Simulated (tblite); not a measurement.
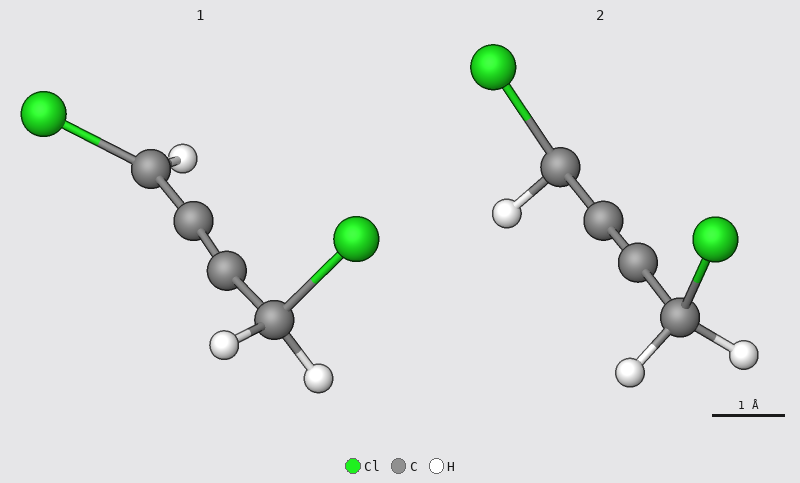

Two geometries of C4H3Cl2 (multiplicity 2), drawn at one scale. One is the start of a relaxation, the other its converged end. The picture is a ball-and-stick view, seen from a free direction.

The calculation used tblite 0.8.0, GFN2-xTB geometry optimisation, gas phase. 

Which one is relaxed?

Answer. Structure 1 is the relaxed one. The largest move after the best rigid fit is that of an H atom, 1.32 Å. By element the largest moves are H 1.32 Å, Cl 0.95 Å, C 0.28 Å. Near-neighbour distances that change, for instance: C–C 1.497 → 1.353 Å, C–Cl 1.774 → 1.707 Å, C–Cl 1.783 → 1.831 Å, C–C 1.471 → 1.425 Å. Bond angles that change, for instance: C–C–H 109.4° → 122.7°, Cl–C–H 104.4° → 116.0°, Cl–C–C 111.4° → 121.2°. The energy falls by 0.830 eV in 97 geometry steps.
